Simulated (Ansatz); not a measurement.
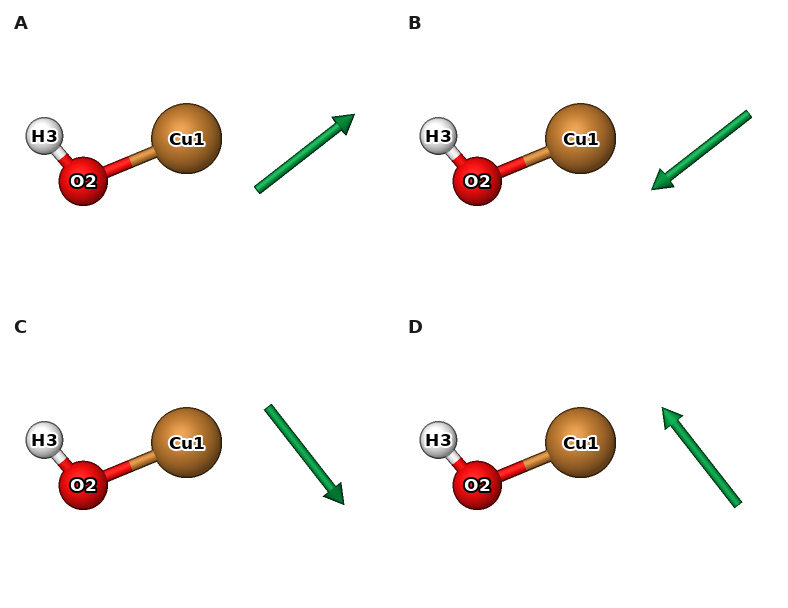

The same molecule four times, each with an arrow. The species is neutral and a spin singlet. Computed geometry: PBE0-D4/def2-TZVP optimisation. Method: RKS PBE0-D4/def2-TZVP (Ansatz 0.2.0).

**Which arrow points along the dipole moment, from the negative to the positive end?**

A. The dipole moment is 4.12 D; it points from the side of O2, H3 to the side of Cu1 (the outermost atoms at the two ends).
